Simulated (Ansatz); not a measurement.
# Co(001) (P6_3/mmc bulk, slab 8 Å thick): relaxation and tunnelling images, part 1 of 2

Aim: relax Co(001) (P6_3/mmc bulk, slab 8 Å thick), then simulate its STM images at several biases.

Computed with Ansatz 0.2.0 (DFT PBE, scalar-relativistic, plane waves, PAW, unless a step's input says otherwise).

## Step 1: The starting structure

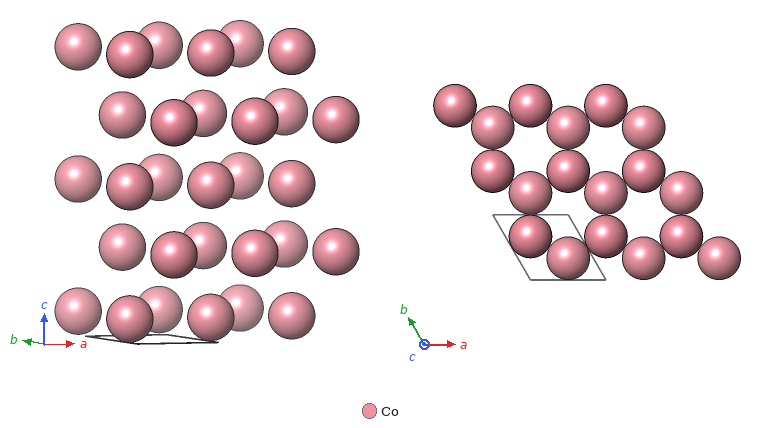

Start, viewed from the side (left, normal up) and from above (right); cobalt pink; 3×3 surface cells (two deep in side views), with atoms on the cell's edges repeated; the outline under the slab is one cell, and the vacuum is left out.

Structure file:

```cif
data_structure
_symmetry_space_group_name_H-M 'P 1'
_symmetry_Int_Tables_number 1
_cell_length_a 2.5190
_cell_length_b 2.5190
_cell_length_c 26.1820
_cell_angle_alpha 90.000
_cell_angle_beta 90.000
_cell_angle_gamma 120.000
_cell_volume 143.88
loop_
_atom_site_label
_atom_site_type_symbol
_atom_site_fract_x
_atom_site_fract_y
_atom_site_fract_z
_atom_site_occupancy
Co1 Co 0.33333 0.66667 0.34375 1
Co2 Co 0.66667 0.33333 0.42187 1
Co3 Co 0.33333 0.66667 0.50000 1
Co4 Co 0.66667 0.33333 0.57813 1
Co5 Co 0.33333 0.66667 0.65625 1
```

Slab cut from the bulk at the bulk's listed lattice constants, lower half held.

## Step 2: Relaxing the atoms

Input file input.yaml:

```yaml
crystal:
  lattice:
    - [2.51900087, 0.0, 0.0]
    - [-1.25950043, 2.18151875, 0.0]
    - [0.0, 0.0, 26.18200015]
  atoms:
    - { symbol: Co, position: [0.33333333, 0.66666667, 0.3437476109], spin: 3.0 }
    - { symbol: Co, position: [0.66666667, 0.33333333, 0.4218738104], spin: 3.0 }
    - { symbol: Co, position: [0.33333333, 0.66666667, 0.5], spin: 3.0 }
    - { symbol: Co, position: [0.66666667, 0.33333333, 0.5781261896], spin: 3.0 }
    - { symbol: Co, position: [0.33333333, 0.66666667, 0.6562523891], spin: 3.0 }
basis:
  ecutwfc: 420.0
  fft_grid_basis: typed
kpoints:
  mp_grid: { grid: [12, 12, 1] }
hamiltonian:
  xc: pbe
  pseudopotentials: { kind: paw }
scf:
  occupations: { method: gaussian, width: 0.1 }
output:
  forces: true
  eigenvalues: true
  populations: true
efield:
  axis: 3
  dipole_correction: true
  ramp_width: 0.04
magnetization:
  spin_polarized: true
relax:
  adjacent_minimum: "off"
  f_tol: 0.04
  max_steps: 40
  constraints: [{ sites: [0, 1] }]
```

On the command line:

```
$ ansatz run input.yaml --threads 2 --pin off --max-ram 4423MiB --backend cpu --events-out ev --progress --plain --runs-dir out
```

The log of the run:

```text
Warning: RAYON_NUM_THREADS=2 ignored (pool sized by the plan → 2); use --threads N
Engine: ansatz 0.2.0, x86_64-unknown-linux-gnu
Pseudopotentials: kind: paw
Pseudopotential: Co, paw, valence charge 17, recommended cutoff 420 eV (normal), Co.paw.azcp
Functional definition: PBE
  parameter kappa = 0.804
  parameter beta = 0.06672455060314922
  exchange = pbe_x(kappa = kappa, mu = beta*pi^2/3)
  correlation = pbe_c(beta = beta)
Crystal: 5 atoms, lattice volume = 143.877 Å³
Basis set: ecut = 420 eV, 2841 PW (Γ), exchange–correlation on 36×36×360 points (8 copies of the dense FFT grid, shifted against one another)
Bands: 60, of which v1, the nominal top of the filled ones, is band 43 counted from 1 (42 counted from 0)
Symmetry: 6 space group operations
k-points: 19 of 144 (time reversal used)
Non-local potential: Co, projectors of the file, l = 0: 3, l = 1: 2, l = 2: 3, l = 3: 1
PAW form: soft (Blöchl's): semilocal exchange-correlation on the pseudo side does not see the compensation charge
PAW one-centre angular grid: Co, 590 points (default); XC on 64 Gauss nodes
Initial density: superposition of atomic densities (neutral atoms: chi_scale 0, normalization atom)
Starting moments: Σ|m| = 15 μB on 5 of 5 sites
Initial wavefunctions: pseudopotential atomic-orbital guess
Functional: x = pbe(κ = 0.804, μ = 0.2195149727645171), c = pbe(β = 0.06672455060314922)
SCF iter   1: F=—  HF=-25625.367789 eV  |F-HF|=—  |Δ(HF+E_count)|=         —  Δρ=6.29e-2 (↑6.29e-2 ↓2.73e-2)  dr2=7.41e0  dr2_m=1.73e0  M=11.082 μB ∫|m|=11.643 μB  β_m=1.00  ethr=3.10e-3  p=0.000 e·Å  D=3.29e-13 V/Å  ΔV_dip=-0.00 eV  dr2_dipole=8.66e-10  V_vac-E_F(+/−)=7.05/7.05 eV  ⟨swp⟩=12.4  Hψ=12757  notcnv=0  defer=40
Mixer restart at iter 1: flushing history
efield: sawtooth ramp at fractional position 0.9800 (placed from the atoms, in the widest stretch of the axis that holds none; the zero of the levels goes with the place), width 0.0400; the density the first Hamiltonian is built on has a dipole p = 0.000 e·Å; the dipole correction subtracts the counter field D = 3.29e-13 V/Å, which shifts the + side's vacuum level by -0.00 eV against the − side's; the planar-averaged density in the ramp window peaks in size at 9.5e-6 e/Å³
preconditioner: auto → LDOS  [metal: Δε(μ)=0.015 eV  Ē_g=9.184 eV  σ=0.100 eV  W_gap=0.09  n_scr=20 (ndim 8)  ℏωp=20.8 eV  f_vac=0.556  D(μ)=5.51/eV (n_scr^D=20)]
spin=Collinear: LDOS preconditioning applied to the charge; magnetization (m = ρ↑ − ρ↓) channel mixes plain (no charge-response kernel on spin).
SCF iter   2: F=—  HF=-25624.957053 eV  |F-HF|=—  |Δ(HF+E_count)|=   4.11e-1  Δρ=9.76e-3 (↑9.76e-3 ↓8.57e-3)  dr2=5.90e-1  dr2_m=4.08e-2  M=10.362 μB ∫|m|=11.472 μB  β_m=0.33  ethr=3.10e-3  p=-0.000 e·Å  D=-1.91e-5 V/Å  ΔV_dip=0.00 eV  dr2_dipole=1.24e-8  V_vac-E_F(+/−)=6.47/6.47 eV  ⟨swp⟩=2.5  Hψ=3876  notcnv=0  defer=266
density mixer auto → msr1: a metal under ldos (density of states about μ 2.57 of a free-electron gas's, 20 screened modes)
SCF iter   3: F=—  HF=-25626.610865 eV  |F-HF|=—  |Δ(HF+E_count)|=    1.65e0  Δρ=1.11e-2 (↑9.03e-3 ↓1.11e-2)  dr2=1.77e-1  dr2_m=1.14e-1  M=9.760 μB ∫|m|=11.043 μB  β_m=0.66  ethr=6.94e-4  p=-0.000 e·Å  D=-4.13e-5 V/Å  ΔV_dip=0.00 eV  dr2_dipole=1.02e-7  V_vac-E_F(+/−)=6.03/6.03 eV  ⟨swp⟩=2.7  Hψ=3589  notcnv=0  defer=270
SCF iter   4: F=—  HF=-25628.985812 eV  |F-HF|=—  |Δ(HF+E_count)|=         —  Δρ=2.01e-2 (↑1.92e-2 ↓2.01e-2)  dr2=9.68e-2  dr2_m=4.99e-1  M=8.823 μB ∫|m|=9.888 μB  β_m=0.66  ethr=2.08e-4  p=-0.000 e·Å  D=-7.76e-6 V/Å  ΔV_dip=0.00 eV  dr2_dipole=5.94e-9  V_vac-E_F(+/−)=5.53/5.53 eV  ⟨swp⟩=2.6  Hψ=4474  notcnv=0  defer=270
SCF iter   5: F=—  HF=-25629.217341 eV  |F-HF|=—  |Δ(HF+E_count)|=   2.32e-1  Δρ=1.11e-2 (↑1.11e-2 ↓3.44e-3)  dr2=1.40e-1  dr2_m=5.88e-2  M=8.687 μB ∫|m|=9.699 μB  β_m=0.76  ethr=1.14e-4  p=-0.000 e·Å  D=-9.89e-6 V/Å  ΔV_dip=0.00 eV  dr2_dipole=4.59e-10  V_vac-E_F(+/−)=5.29/5.29 eV  ⟨swp⟩=2.4  Hψ=4651  notcnv=0  defer=292
SCF iter   6: F=—  HF=-25629.219050 eV  |F-HF|=—  |Δ(HF+E_count)|=   1.71e-3  Δρ=5.41e-3 (↑4.32e-3 ↓5.41e-3)  dr2=6.86e-2  dr2_m=7.55e-3  M=8.671 μB ∫|m|=9.587 μB  β_m=0.72  ethr=1.14e-4  p=-0.000 e·Å  D=-8.78e-7 V/Å  ΔV_dip=0.00 eV  dr2_dipole=8.51e-10  V_vac-E_F(+/−)=5.09/5.09 eV  ⟨swp⟩=2.2  Hψ=4322  notcnv=0  defer=298
SCF iter   7: F=—  HF=-25629.212760 eV  |F-HF|=—  |Δ(HF+E_count)|=   6.29e-3  Δρ=1.58e-3 (↑1.58e-3 ↓1.52e-3)  dr2=1.11e-2  dr2_m=7.60e-4  M=8.678 μB ∫|m|=9.522 μB  β_m=0.63  ethr=8.07e-5  p=-0.000 e·Å  D=-7.38e-7 V/Å  ΔV_dip=0.00 eV  dr2_dipole=7.36e-10  V_vac-E_F(+/−)=4.99/4.99 eV  ⟨swp⟩=2.2  Hψ=4385  notcnv=0  defer=299
SCF iter   8: F=—  HF=-25629.210619 eV  |F-HF|=—  |Δ(HF+E_count)|=   2.14e-3  Δρ=9.05e-4 (↑9.05e-4 ↓6.72e-4)  dr2=1.60e-3  dr2_m=1.61e-4  M=8.691 μB ∫|m|=9.507 μB  β_m=0.64  ethr=1.30e-5  p=0.000 e·Å  D=7.24e-7 V/Å  ΔV_dip=-0.00 eV  dr2_dipole=2.15e-11  V_vac-E_F(+/−)=4.97/4.97 eV  ⟨swp⟩=3.4  Hψ=4756  notcnv=0  defer=299
SCF iter   9: F=—  HF=-25629.211074 eV  |F-HF|=—  |Δ(HF+E_count)|=   4.55e-4  Δρ=3.67e-4 (↑2.74e-4 ↓3.67e-4)  dr2=3.16e-4  dr2_m=6.64e-5  M=8.696 μB ∫|m|=9.503 μB  β_m=0.67  ethr=1.88e-6  p=0.000 e·Å  D=4.76e-7 V/Å  ΔV_dip=-0.00 eV  dr2_dipole=2.45e-10  V_vac-E_F(+/−)=4.95/4.95 eV  ⟨swp⟩=2.2  Hψ=3204  notcnv=0  defer=299
SCF iter  10: F=—  HF=-25629.211146 eV  |F-HF|=—  |Δ(HF+E_count)|=   7.25e-5  Δρ=1.09e-4 (↑1.09e-4 ↓7.37e-5)  dr2=2.40e-5  dr2_m=2.56e-6  M=8.702 μB ∫|m|=9.502 μB  β_m=0.65  ethr=3.72e-7  p=0.000 e·Å  D=4.66e-10 V/Å  ΔV_dip=-0.00 eV  dr2_dipole=1.89e-10  V_vac-E_F(+/−)=4.94/4.94 eV  ⟨swp⟩=2.2  Hψ=3760  notcnv=0  defer=299
SCF iter  11: F=-25629.211151 eV  HF=-25629.211152 eV  |F-HF|=1.40e-6  |Δ(HF+E_count)|=   5.86e-6  Δρ=6.76e-5 (↑3.46e-5 ↓6.76e-5)  dr2=5.20e-6  dr2_m=2.54e-6  M=8.703 μB ∫|m|=9.501 μB  ethr=2.82e-8  p=0.000 e·Å  D=1.99e-7 V/Å  ΔV_dip=-0.00 eV  dr2_dipole=1.66e-11  V_vac-E_F(+/−)=4.93/4.93 eV  ⟨swp⟩=12.2  Hψ=13263  notcnv=0
SCF 1 converged in 11 iterations: F = -25629.211151 eV  dr2 = 5.20e-6
relax step   1: F+E_penalty+E_count = -25629.21115069 eV  Δ(F+E_penalty+E_count) = +0.000e0 eV  max|allowed force component| = 5.429e-1 eV/Å  Δτ_max = 0.0000 Å  (11 SCF iters, dr2 threshold 4.00e-5 eV, accepted)
[... 17 lines left out ...]
relax step   2: F+E_penalty+E_count = -25629.23625676 eV  Δ(F+E_penalty+E_count) = -2.511e-2 eV  max|allowed force component| = 3.402e-1 eV/Å  Δτ_max = 0.0772 Å  (8 SCF iters, dr2 threshold 1.84e-5 eV, accepted)
[... 19 lines left out ...]
relax step   3: F+E_penalty+E_count = -25629.24803527 eV  Δ(F+E_penalty+E_count) = -1.178e-2 eV  max|allowed force component| = 9.601e-2 eV/Å  Δτ_max = 0.1097 Å  (12 SCF iters, dr2 threshold 7.23e-6 eV, accepted)
[... 16 lines left out ...]
relax step   4: F+E_penalty+E_count = -25629.24875675 eV  Δ(F+E_penalty+E_count) = -7.215e-4 eV  max|allowed force component| = 3.388e-3 eV/Å  Δτ_max = 0.0186 Å  (11 SCF iters, accepted)
SCF converged after 11 iterations
Magnetization: 8.5979 μB (46.7990 up, 38.2010 down)
Absolute magnetization: 9.3846 μB (∫|ρ↑−ρ↓|, with the PAW one-centre terms)
Spin contamination: 0.1641 ħ² per cell (⟨S²⟩ above its minimum at these occupations)
Per-site moments (μB) at R_I (Å): [(1.842513501037907, 1.035300445907725), (1.7812323617012653, 1.02077955513141), (1.7229035011584097, 1.02077955513141), (1.765367444395673, 1.0005134022870443), (1.8161099726601169, 1.0005134022870443)]
Free energy (F): -25629.248757 eV
Harris-Foulkes:  -25629.248757 eV  (|F-HF|=3.75e-8)
Internal energy: -25629.219538 eV  (E = F + TS)
E sigma→0 (E₀):  -25629.234147 eV
Entropy (-TS):   -0.029219 eV (-5.844 meV/atom)
Fermi energy:    4.113837 eV
Dipole field:    D = 0.002620 V/Å  (p = 0.002083 e·Å, saw-weighted, corrected)
Work function:   Φ+ = 4.8391 eV   Φ− = 4.9077 eV
Levels:          The Fermi level and band energies are counted from a zero that moves with the ramp; work functions are not
--- Per-component energies (eV) ---
  E_band       = -2453.752640
  E_kinetic    = 2261.688455
  E_local      = -215624.067741  (includes V_loc(G=0)·N_el)
  E_nonlocal   = 2275.978435
  E_hartree    = 106050.605776
  E_xc         = -790.928221
  E_vxc        = -1020.276787  (∫ρ·V_xc dr)
  E_paw        = -7579.077499  (= ΣΔE_a)
  E_vpaw       = -2448.257735  (= ΣTr[D̂ρ^β])
  E_aug_tail   = 0.000370  (compensation charges beyond the density's cutoff)
  E_efield     = 0.000003  (sawtooth field / dipole correction)
  E_vefield    = 0.012268  (∫n·V_field dr)
  E_ewald      = 87776.580885
  E_smearing   = -0.029219  (= −TS)
  E_closure    = 0.000000  (closes the sum)
  Σ components = -25629.248757   (vs F -25629.248757, Δ=0.00e0)
--- Forces (eV/Å), atoms counted from 1 ---
  atom   1  Co     0.00000000     0.00000000     0.51579758
  atom   2  Co    -0.00000000    -0.00000000    -0.51868167
  atom   3  Co    -0.00000000     0.00000000    -0.00120994
  atom   4  Co    -0.00000000    -0.00000000     0.00338764
  atom   5  Co     0.00000000     0.00000000     0.00065705
  max |Σ_I F_I| component: 4.93e-5 eV/Å
--- Band table (eV; the first three rows and the last of 38) ---
  k-point 0 ↑: bands = ["-92.0205", "-92.0144", "-91.9362", "-91.9118", "-91.8857", "-55.4086", "-55.3659", "-55.2298", "-55.1692", "-55.1357", "-55.1357", "-55.1303", "-55.1303", "-55.1002", "-55.0783", "-55.0783", "-55.0152", "-55.0152", "-55.0030", "-55.0030", "-4.5305", "-3.6117", "-2.2970", "-1.2982", "-1.0376", "1.2135", "1.3272", "1.3909", "1.3909", "1.4033", "1.4033", "1.4650", "1.5452", "1.5452", "1.6788", "1.6788", "1.7940", "1.7940", "1.9086", "2.2380", "2.2380", "2.5536", "2.5536", "2.9161", "2.9161", "3.1073", "3.1073", "3.2083", "3.2083", "3.5147", "4.2841", "8.6390", "8.8283", "9.4838", "10.5021", "11.1854", "12.7404", "12.9468", "15.2536", "15.6149"]
[... 3 lines left out ...]
--- Relaxed structure (4 steps of the walk, 4 accepted, 0 SCFs on fresh bases) ---
  F+E_penalty+E_count = -25629.24875675 eV   max|allowed force component| = 3.388e-3 eV/Å
  atoms:
    - { symbol: Co, position: [0.33333333333333326, 0.6666666666666666, 0.3437476108999999] }
    - { symbol: Co, position: [0.6666666666666667, 0.3333333333333333, 0.4218738103999999] }
    - { symbol: Co, position: [0.33333333333333326, 0.6666666666666666, 0.49834431816795854] }
    - { symbol: Co, position: [0.6666666666666667, 0.3333333333333333, 0.575690018888993] }
    - { symbol: Co, position: [0.33333333333333326, 0.6666666666666666, 0.649828703837192] }
--- Löwdin populations: 5 sites ---
  site symbol       q [e]    m [muB]
     0     Co     16.7957     1.8421
     1     Co     16.7699     1.7750
     2     Co     16.7895     1.7148
     3     Co     16.7727     1.7596
     4     Co     16.7975     1.8228
  spilling = 0.012645 (of n_electrons = 85.000000)
```

Wall time 28 s (2 threads of AMD EPYC 9R45 (Zen 5), shared host); peak memory 0.59 GiB.

The steps of the relaxation:

| step | E - E(step 1) (eV/cell) | largest force component (eV/Å) |
| --- | --- | --- |
| 1 | 0.0000 | 0.5429 |
| 2 | -0.0251 | 0.3402 |
| 3 | -0.0369 | 0.0960 |
| 4 | -0.0376 | 0.0034 |

Step 1 is the start.

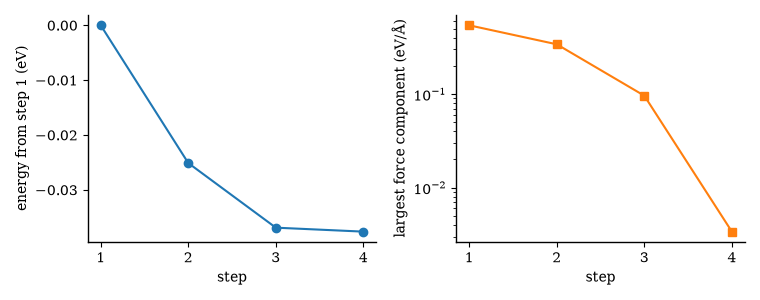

Energy and largest force along the relaxation.

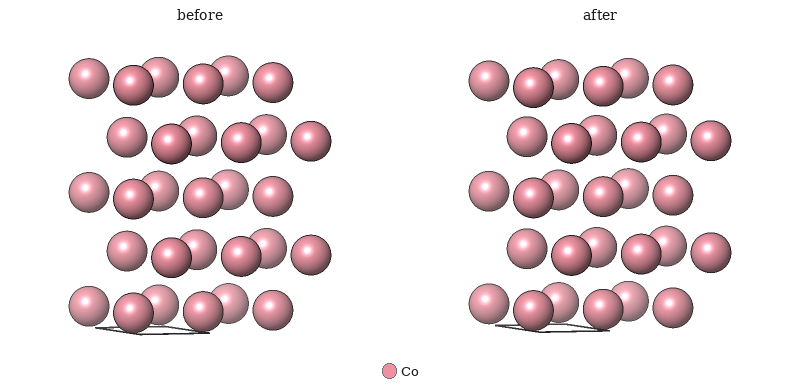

The structure before (left) and after (right) the relaxation, drawn at the same scale.

A dipole layer in the vacuum cancels the field that periodic copies would set up if the slab's two faces differ.

Atoms 1, 2 (counted from 1; the input counts from 0) are held at their places.

Read from this run: work function 4.84 eV (top face), 4.91 eV (bottom face).

(Continued in part 2 of 2.)
